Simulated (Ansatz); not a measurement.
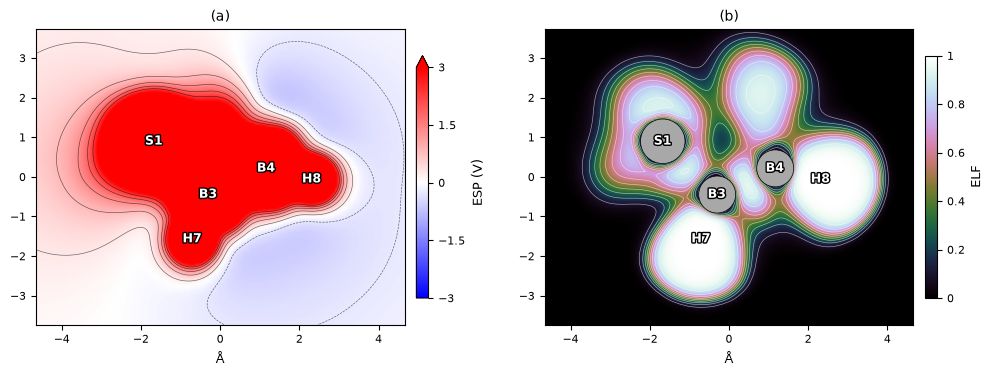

Figure. B2H4SSi. (a) electrostatic potential; (b) ELF on the plane of atoms S1, B3 and H7. Grey discs cover the atomic cores in the ELF map.

Geometry: PBE0-D4/def2-TZVP.

These are results of RKS PBE0-D4/def2-TZVPP (Ansatz 0.2.0), not measurements.

```xyz
8

S    -0.7495    0.6261   -1.3439
Si   -0.7273    0.4445    0.8601
B     0.5250   -0.5835   -0.5657
B    -0.0771   -1.3090    0.7391
H     0.0269    1.7114   -1.6014
H    -0.6574    1.8186    1.4368
H     1.5949   -0.5910   -1.0945
H     0.1567   -2.1741    1.5137
```

**Interpret the plot.**

The plane passes through S, B and H nuclei.
B–B (1.61 Å): the ELF peaks at about 0.95 between the atoms; a covalent bond.
B–S (1.92 Å): the ELF peaks at about 0.90 between the atoms (localised, covalent bonding).
B–H (1.18 Å): the ELF climbs to about 1 towards the hydrogen, as it does in any bond to H: a covalent bond by its length.
The ELF also peaks beside S1, away from the bonds: lone-pair regions.
Outside the dense part of the molecule the potential is most negative (−0.7 V) near H8.
